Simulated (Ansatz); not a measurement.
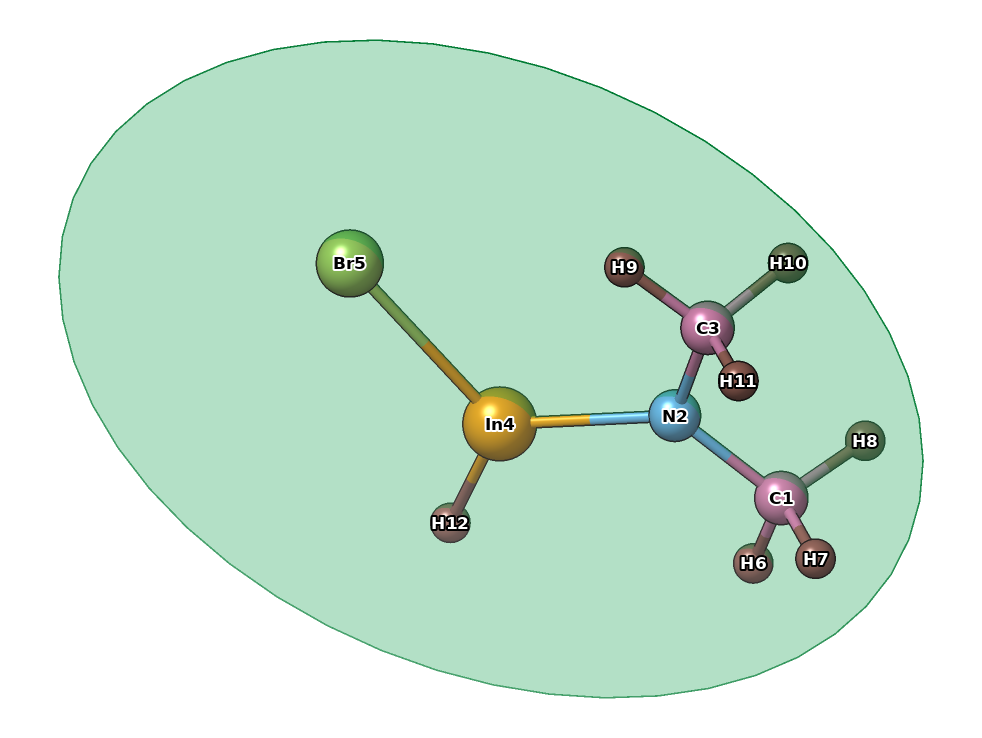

A disc through the centre of mass is drawn in. Atoms fade into the background with distance from the viewer. The geometry was computed by an optimisation with PBE0-D4/def2-TZVP.

Question: Is the plane of the disc a mirror plane of the structure?

Answer: Yes. The reflection leaves C1, N2, C3, In4, Br5, H6, H9, H12 in place and moves H7 ↔ H8; H10 ↔ H11. The point group is Cs.
